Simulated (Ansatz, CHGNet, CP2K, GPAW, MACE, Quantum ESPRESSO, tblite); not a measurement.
# Quantum ESPRESSO runs on Ge(111) slab, H on both faces (54 atoms)

How near does Quantum ESPRESSO come to plane waves for Ge(111) slab, H on both faces (54 atoms)?

Calculated with Quantum ESPRESSO 7.5; the method is named at each step.

## Step 1: The structure

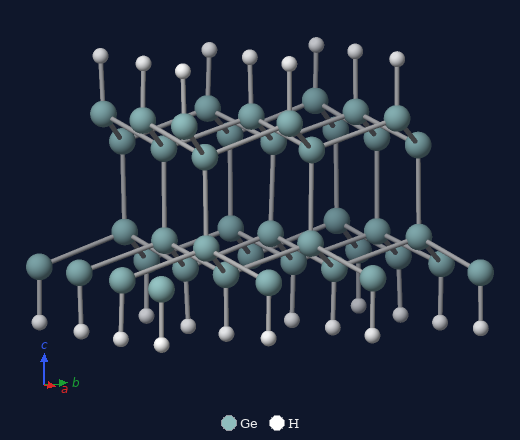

Start, viewed from the side, with the c axis up; germanium teal, hydrogen white. Some periodic images of atoms are drawn too.

The cell holds 54 atoms: 36 Ge and 18 H. Cell: a = 12.002 Å, b = 12.002 Å, c = 19.143 Å, α = 90.0°, β = 90.0°, γ = 120.0°. It derives from Ge (diamond-structure). Diamond-structure Ge (a = 5.658 Å), (111) slab of 4 atomic planes, 3 x 3 surface cells, H on the broken bonds of both faces, 12 Å of vacuum; displaced by a Gaussian of 0.02 Å. Then every atom was moved at random, 0.02 Å r.m.s. a Cartesian component (hydrogen 0.6 of that). Regions: slab, 36 atoms (36 Ge); hydrogen, 18 atoms (18 H). Vacuum lies along c.

The yardstick, on the same geometry:

```
method                                           : Kohn-Sham DFT, PBE, PAW, plane waves (Ansatz 0.2.0); cutoff 420 eV, Γ point, fermi-dirac smearing of 0.05 eV; PAW set soft_2
r.m.s. force component                           : 0.5381 eV/Å
longest force                                    : 2.251 eV/Å
gap (highest filled to lowest empty level) : 0.6908 eV
SCF cycles                                       : 10
time                                             : 20 s on 4 threads of Arm Neoverse V2, shared host
CPU time                                         : 77 s
```

## Step 2: PBE, sssp-1.3.0-efficiency, 45/360 Ry

Method: Kohn-Sham DFT, PBE, SSSP efficiency 1.3.0 pseudopotentials, plane waves.

pw.in reads:

```
&control
  calculation = 'scf'
  pseudo_dir = './pseudo'
  outdir = './tmp'
  disk_io = 'none'
  tprnfor = .true.
/
&system
  ibrav = 0
  nat = 54
  ntyp = 2
  ecutwfc = 45
  ecutrho = 360
  nosym = .true.
  occupations = 'smearing'
  smearing = 'fd'
  degauss = 0.003675
/
&electrons
  conv_thr = 2.7e-07
  electron_maxstep = 100
  mixing_beta = 0.4
  mixing_mode = 'local-TF'
  diagonalization = 'david'
/
ATOMIC_SPECIES
Ge 72.630 Ge.upf
H 1.008 H.upf
CELL_PARAMETERS angstrom
12.00243 0.00000 0.00000
-6.00122 10.39441 0.00000
0.00000 0.00000 19.14331
ATOMIC_POSITIONS crystal
Ge 0.44200 0.88879 0.43368
Ge 0.66986 0.00325 0.39341
Ge 0.22143 0.77871 0.60923
Ge 0.44708 0.88614 0.56289
Ge 0.44216 0.55468 0.43819
Ge 0.66960 0.66773 0.39429
Ge 0.22252 0.44146 0.60647
Ge 0.44843 0.56181 0.56472
Ge 0.77829 0.89093 0.43636
Ge 0.00058 0.99921 0.39153
Ge 0.55871 0.77746 0.60450
Ge 0.77823 0.88843 0.56298
Ge 0.44482 0.22131 0.43645
Ge 0.66648 0.32951 0.39359
Ge 0.22533 0.11416 0.60646
Ge 0.44609 0.21901 0.56321
Ge 0.77303 0.55332 0.43493
Ge 0.99866 0.66265 0.39135
Ge 0.56105 0.44897 0.60581
Ge 0.77792 0.55550 0.56379
Ge 0.11296 0.88848 0.43795
Ge 0.33118 0.99799 0.39355
Ge 0.89130 0.77920 0.60582
Ge 0.11012 0.88615 0.56332
Ge 0.77717 0.22538 0.43590
Ge 0.99879 0.33631 0.39272
Ge 0.55674 0.11043 0.60794
Ge 0.77990 0.21979 0.56172
Ge 0.11091 0.55649 0.43506
Ge 0.33500 0.66805 0.39326
Ge 0.88782 0.44393 0.60629
Ge 0.11182 0.55400 0.56350
Ge 0.10683 0.22598 0.43768
Ge 0.33346 0.32980 0.39202
Ge 0.89043 0.11306 0.60992
Ge 0.10794 0.21819 0.56262
H 0.66612 0.99995 0.31245
H 0.22590 0.78095 0.68609
H 0.66478 0.66449 0.31328
H 0.22180 0.44729 0.68687
H 0.99737 0.00093 0.31478
H 0.55438 0.77706 0.68752
H 0.66717 0.33027 0.31220
H 0.21941 0.10710 0.68635
H 0.99513 0.66215 0.31256
H 0.55733 0.44567 0.68715
H 0.33552 0.00276 0.31275
H 0.89035 0.77993 0.68729
H 0.00215 0.33430 0.31634
H 0.55697 0.11266 0.68618
H 0.32934 0.66473 0.31298
H 0.88963 0.44229 0.68834
H 0.33505 0.33782 0.31226
H 0.88721 0.10977 0.68585
K_POINTS gamma
```

Launch:

```sh
$ OMP_NUM_THREADS=1 mpirun -np 4 pw.x -in pw.in > output.txt
```

Output:

```text
Program PWSCF
     gamma-point specific algorithms are used
     one sub-group per band group will be used
     scalapack distributed-memory algorithm (size of sub-group:  2*  2 procs)
     Parallelization info
     sticks:   dense  smooth     PW     G-vecs:    dense   smooth      PW
     Min        3193    1596    398               464774   164333   20538
     Max        3194    1600    400               464782   164336   20540
     Sum       12775    6391   1597              1859109   657341   82157
     bravais-lattice index     =            0
     lattice parameter (alat)  =      22.6813  a.u.
     unit-cell volume          =   16116.9426 (a.u.)^3
     number of atoms/cell      =           54
     number of atomic types    =            2
     number of electrons       =       522.00
     number of Kohn-Sham states=          313
     kinetic-energy cutoff     =      45.0000  Ry
     charge density cutoff     =     360.0000  Ry
     scf convergence threshold =      2.7E-07
     mixing beta               =       0.4000
     number of iterations used =            8  local-TF  mixing
     Exchange-correlation= PBE
                           (   1   4   3   4   0   0   0)
     crystal axes: (cart. coord. in units of alat)
               a(1) = (   1.000000   0.000000   0.000000 )
               a(2) = (  -0.500000   0.866025   0.000000 )
               a(3) = (   0.000000   0.000000   1.594953 )
     reciprocal axes: (cart. coord. in units 2 pi/alat)
               b(1) = (  1.000000  0.577351 -0.000000 )
               b(2) = (  0.000000  1.154700  0.000000 )
               b(3) = (  0.000000 -0.000000  0.626978 )
     PseudoPot. # 1 for Ge:
     Pseudo is Ultrasoft + core correction, Zval = 14.0
     PseudoPot. # 2 for H :
     Pseudo is Ultrasoft, Zval =  1.0
     atomic species   valence    mass     pseudopotential
     Ge               14.00    72.63000     Ge( 1.00)
     H                 1.00     1.00800     H ( 1.00)
     No symmetry found
   Cartesian axes
     number of k points=     1  Fermi-Dirac smearing, width (Ry)=  0.0037
                       cart. coord. in units 2pi/alat
        k(    1) = (   0.0000000   0.0000000   0.0000000), wk =   2.0000000
     Dense  grid:   929555 G-vectors     FFT dimensions: ( 144, 144, 225)
     Smooth grid:   328671 G-vectors     FFT dimensions: ( 100, 100, 160)
     Initial potential from superposition of free atoms
     starting charge     521.9684, renormalised to     522.0000
     negative rho (up, down):  2.508E-04 0.000E+00
     Starting wfcs are  342 randomized atomic wfcs
     Self-consistent Calculation
     iteration #  1     ecut=    45.00 Ry     beta= 0.40
     Threshold (ethr) on eigenvalues was too large:
     Diagonalizing with lowered threshold
     negative rho (up, down):  3.307E-08 0.000E+00
     total energy              =   -7711.75201788 Ry
     estimated scf accuracy    <       1.66156701 Ry
     iteration #  2     ecut=    45.00 Ry     beta= 0.40
     total energy              =   -7711.48472111 Ry
     estimated scf accuracy    <       0.85565909 Ry
     iteration #  3     ecut=    45.00 Ry     beta= 0.40
     total energy              =   -7711.52204750 Ry
     estimated scf accuracy    <       0.12536156 Ry
     iteration #  4     ecut=    45.00 Ry     beta= 0.40
     total energy              =   -7711.51752406 Ry
     estimated scf accuracy    <       0.04588039 Ry
     iteration #  5     ecut=    45.00 Ry     beta= 0.40
     total energy              =   -7711.51534466 Ry
     estimated scf accuracy    <       0.03863864 Ry
     iteration #  6     ecut=    45.00 Ry     beta= 0.40
     negative rho (up, down):  1.109E-04 0.000E+00
     total energy              =   -7711.51682771 Ry
     estimated scf accuracy    <       0.00767994 Ry
     iteration #  7     ecut=    45.00 Ry     beta= 0.40
     negative rho (up, down):  2.299E-02 0.000E+00
     total energy              =   -7711.51717017 Ry
     estimated scf accuracy    <       0.00544087 Ry
     iteration #  8     ecut=    45.00 Ry     beta= 0.40
     negative rho (up, down):  1.194E-02 0.000E+00
     total energy              =   -7711.51747068 Ry
     estimated scf accuracy    <       0.00111340 Ry
     iteration #  9     ecut=    45.00 Ry     beta= 0.40
     negative rho (up, down):  1.882E-03 0.000E+00
     total energy              =   -7711.51799850 Ry
     estimated scf accuracy    <       0.00049550 Ry
     iteration # 10     ecut=    45.00 Ry     beta= 0.40
     negative rho (up, down):  7.456E-05 0.000E+00
     total energy              =   -7711.51804222 Ry
     estimated scf accuracy    <       0.00006627 Ry
     iteration # 11     ecut=    45.00 Ry     beta= 0.40
     negative rho (up, down):  6.794E-04 0.000E+00
     total energy              =   -7711.51804616 Ry
     estimated scf accuracy    <       0.00000845 Ry
     iteration # 12     ecut=    45.00 Ry     beta= 0.40
     negative rho (up, down):  3.799E-04 0.000E+00
     total energy              =   -7711.51804804 Ry
     estimated scf accuracy    <       0.00000077 Ry
     iteration # 13     ecut=    45.00 Ry     beta= 0.40
     negative rho (up, down):  3.334E-04 0.000E+00
     End of self-consistent calculation
          k = 0.0000 0.0000 0.0000 ( 41079 PWs)   bands (ev):
   -24.4626 -24.4338 -24.4144 -24.4099 -24.3997 -24.3969 -24.3891 -24.3877
   -24.3838 -24.3815 -24.3757 -24.3713 -24.3670 -24.3661 -24.3655 -24.3603
   -24.3565 -24.3520 -24.3479 -24.3418 -24.3405 -24.3361 -24.3327 -24.3304
   -24.3237 -24.3215 -24.3208 -24.3185 -24.3167 -24.3142 -24.3115 -24.3086
   -24.3067 -24.3054 -24.3016 -24.2985 -24.2967 -24.2960 -24.2935 -24.2907
   -24.2883 -24.2856 -24.2822 -24.2788 -24.2764 -24.2757 -24.2723 -24.2709
   -24.2660 -24.2585 -24.2571 -24.2561 -24.2531 -24.2513 -24.2505 -24.2462
   -24.2453 -24.2429 -24.2392 -24.2373 -24.2356 -24.2341 -24.2315 -24.2283
   -24.2277 -24.2251 -24.2224 -24.2210 -24.2197 -24.2174 -24.2137 -24.2088
   -24.2071 -24.2063 -24.2047 -24.2011 -24.1988 -24.1969 -24.1932 -24.1902
   -24.1893 -24.1874 -24.1846 -24.1836 -24.1817 -24.1798 -24.1765 -24.1754
   -24.1718 -24.1715 -24.1704 -24.1670 -24.1642 -24.1620 -24.1593 -24.1590
[...]
1.8208   1.8349   1.9039   2.8734   2.9063   2.9463   2.9738   2.9839
     3.0218   3.0344   3.0446   3.0878   3.1056   3.1256   3.1510   3.2107
     3.4695   3.6110   3.7793   3.9709   4.0532   4.0639   4.0966   4.1270
     4.1497   4.1766   4.3117   4.5319   4.5786   4.5975   4.6308   4.6389
     4.6576   4.6683   4.9861   4.9900   5.0050   5.0199   5.0562   5.0716
     5.1399
     the Fermi energy is     0.5987 ev
!    total energy              =   -7711.51804821 Ry
     estimated scf accuracy    <       0.00000023 Ry
     smearing contrib. (-TS)   =      -0.00011835 Ry
     internal energy E=F+TS    =   -7711.51792987 Ry
     The total energy is F=E-TS. E is the sum of the following terms:
     one-electron contribution =  -25859.00152524 Ry
     hartree contribution      =   13254.19971114 Ry
     xc contribution           =   -2111.75521911 Ry
     ewald contribution        =    7005.03910334 Ry
     convergence has been achieved in  13 iterations
     negative rho (up, down):  3.334E-04 0.000E+00
     Forces acting on atoms (cartesian axes, Ry/au):
     atom    1 type  1   force =     0.02218872    0.00752719    0.00893912
     atom    2 type  1   force =    -0.01682299   -0.00781938    0.00522892
     atom    3 type  1   force =     0.01940567   -0.01195966   -0.07267750
     atom    4 type  1   force =    -0.02608657    0.00995981    0.00619059
     atom    5 type  1   force =     0.01948983   -0.00160563   -0.02324941
     atom    6 type  1   force =    -0.03310689   -0.00117330    0.00536664
     atom    7 type  1   force =     0.00029342    0.00853866   -0.01639698
     atom    8 type  1   force =    -0.00072085   -0.04093071    0.00441325
     atom    9 type  1   force =     0.01311048   -0.00271306   -0.01469127
     atom   10 type  1   force =    -0.00279893    0.01260550    0.07788691
     atom   11 type  1   force =    -0.00722652    0.01554721    0.02838373
     atom   12 type  1   force =     0.01041384    0.01751738    0.01572552
[...]
atom   50 type  2   force =     0.00023313    0.00080011    0.03263412
     atom   51 type  2   force =     0.00257807   -0.00013619   -0.00814821
     atom   52 type  2   force =    -0.00192342   -0.00012073   -0.01052361
     atom   53 type  2   force =     0.00053475   -0.00207119   -0.01181277
     atom   54 type  2   force =    -0.00112228    0.00100307    0.06561139
     Total force =     0.265371     Total SCF correction =     0.001963
     Message from routine punch:
     Nothing written, as per user request (disk_io='none')
```

Elapsed: 3.2 min, on 4 MPI ranks of Arm Neoverse V2, shared host; peak memory 5.4 GiB.

Banners, paths, timers and routine set-up lines are dropped from the logs unmarked, and long logs keep their key lines alone; longer cuts are marked.

Compared with the plane-wave run:

| Item | Value |
| --- | --- |
| r.m.s. force component | 0.5361 eV/Å |
| r.m.s. difference of force components | 5.908 meV/Å |
| longest difference of force vectors | 21.49 meV/Å |
| force difference over r.m.s. force | 1.098 % |
| slope of forces against the reference's | 0.9962 |
| correlation of force components | 1 |
| gap (highest filled to lowest empty level) | 0.6927 eV |
| gap difference | 0.0019 eV |

Length of the force difference by element (eV/Å):

```csv
element,atoms,mean,most
Ge,36,0.0065,0.010
H,18,0.015,0.021
```

Levels nearest the highest filled one (eV from it): -2.10, -2.02, -1.37, -1.35, -1.31, -1.27, -1.24, -1.24, -0.89, -0.74, -0.16, 0.00, 0.69, 0.91, 1.33, 1.33, 1.33, 1.38, 1.40, 1.47, 1.51, 1.53, 1.55, 1.57.

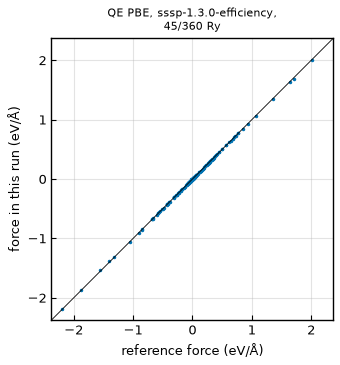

Force components against those of the reference; the line marks equality.

The surroundings of Ge35, which bears the longest force, nearest first, numbered as they follow in the input and with coordinates relative to it.

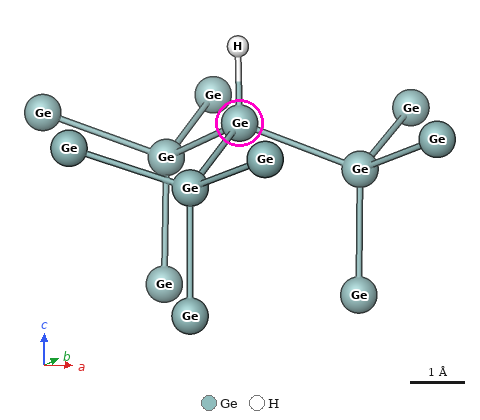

The atoms of the table, within 4.1 Å (arrows a, b, c point along x, y, z); some may hide others; the central atom is ringed.

```csv
atom,x,y,z,distance (Å),bonds,Fx,Fy,Fz (eV/Å)
Ge35,0.00,0.00,0.00,0.00,4,0.00,-0.48,-2.19
H54,-0.02,-0.03,1.45,1.45,1,-0.03,0.03,1.69
Ge36,1.98,1.09,-0.91,2.44,4,0.24,0.38,0.72
Ge28,-1.97,1.11,-0.92,2.44,4,-0.42,0.33,0.77
Ge12,0.00,-2.33,-0.90,2.50,4,0.27,0.45,0.40
Ge7,2.02,3.41,-0.07,3.96,4,0.01,0.22,-0.42
Ge31,-2.02,3.44,-0.07,3.99,4,0.29,-0.19,-0.07
Ge27,-3.99,-0.03,-0.04,3.99,4,0.34,-0.30,-1.32
Ge33,1.92,1.17,-3.30,3.99,4,0.68,-0.54,-0.91
Ge11,-1.97,-3.49,-0.10,4.01,4,-0.19,0.40,0.73
Ge23,2.01,-3.47,-0.08,4.01,4,-0.26,-0.24,-0.06
Ge15,4.01,0.01,-0.07,4.01,4,-0.08,-0.58,-0.67
Ge9,-0.01,-2.31,-3.32,4.05,4,0.34,-0.07,-0.38
Ge25,-2.03,1.17,-3.33,4.07,4,0.62,-0.39,-0.23
```

Forces lie 1.1 % from the reference's, at 10.0 times its CPU time.

## Step 3: Summary of results

```yaml
force_difference_from_the_reference: QE PBE, sssp-1.3.0-efficiency, 45/360 Ry, 1.1 %
its_cpu_time: 13 min
```

**Reading.** PBE on plane waves or a grid with other potentials, cutoffs or grids differs from the reference by 1.1 % (QE PBE, sssp-1.3.0-efficiency, 45/360 Ry) of the r.m.s. force; this holds the reference's own error, so differences of a few per cent don't tell which side is nearer the exact PBE result (QE's 45 Ry are 612 eV, against the reference's 420 eV). PBE gaps agree with the reference's 0.691 eV within 0.002 eV. These are spacings on the run's k-points, which needn't hold the band edges. The electronic-structure runs sample only Γ, in a cell whose shortest periodic width is 10 Å.

[Also dropped from logs without a mark: logging warnings of Python, and SIESTA's first energy breakdown and zero terms.]

[Logs are printed without paths, hosts, clocks, repeated set-up lines and the standing remarks that a program may print on its own settings, such as how far it seeks lower states.]

[Hosts, paths, dates, database ids (printed as entryN), source tags and the programs' standing remarks are cut or masked in the printed files.]
